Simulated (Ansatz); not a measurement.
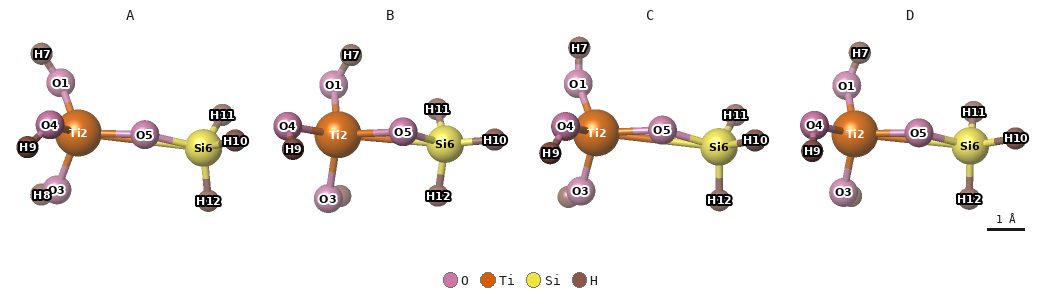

4 geometries from one relaxation of TiSiH$_{6}$O$_{4}$ (coarse preliminary run), in shuffled order. Style: ball-and-stick. Shown at a tilt.

The start comes from a force field.

Method: RKS PBE-D4/def2-SVP in Ansatz. (force threshold 0.03 eV/Å; at most 200 steps)

Order the frames from highest to lowest energy.

Answer. B, D, C, A. They are steps 0, 3, 10, 18, at +1.303 eV, +0.114 eV, +0.026 eV relative to the last. The energy falls by 1.303 eV in 16 accepted moves (18 points after the start). Largest force component: 3.3 eV/Å at the start, 0.018 eV/Å at the end. The line search rejected the trial steps at points 6, 17 of the run. The forces were under the threshold at step 15, but the run went on from there. H7 moves most after the best rigid fit: 1.34 Å. Largest moves by element: H 1.34 Å, O 0.84 Å, Si 0.51 Å, Ti 0.15 Å. Some distances before and after: Ti2–Si6 2.939 → 3.425 Å, Ti2–O5 1.973 → 1.815 Å, O1–Ti2 1.959 → 1.801 Å, Ti2–O3 1.937 → 1.800 Å. Bond angles that change, for instance: Ti2–O5–Si6 106.1° → 159.0°, Ti2–O1–H7 101.4° → 127.2°, Ti2–O3–H8 107.5° → 127.7°. Groups turn about O1–Ti2 by about 70°, Ti2–O4 by about 70°, Ti2–O3 by about 30°. The run took 25 s on 4 threads of Intel Xeon 6975P-C, on a shared host.
